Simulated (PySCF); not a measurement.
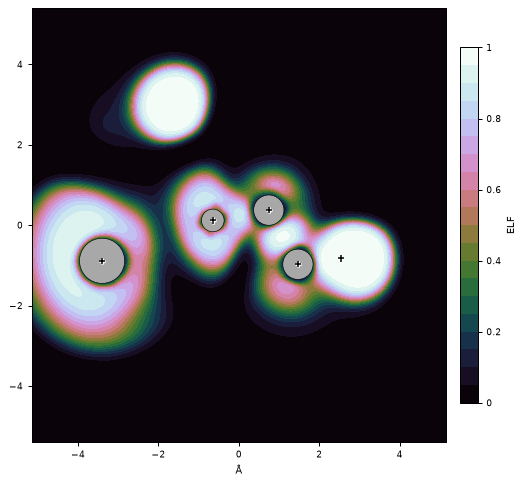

The electron localisation function on a plane through atoms (crosses mark nuclei in the plane; grey discs cover the cores).

Computed with PBE0/pcSseg-1, SCF density, gas phase, non-relativistic (PySCF).

Candidates:
A. C2H15NOSi4
B. C6H14OSSi
C. C8H9F (SMILES C=C1C(=C)C(CF)C1=C)

> Which system is this?

Candidate B: C6H14OSSi on the plane of atoms O5, C6 and C9, which holds S, O, C and H. C–O (1.42 Å): the ELF peaks at about 0.90 between the atoms; a shared but strongly polarised pair.
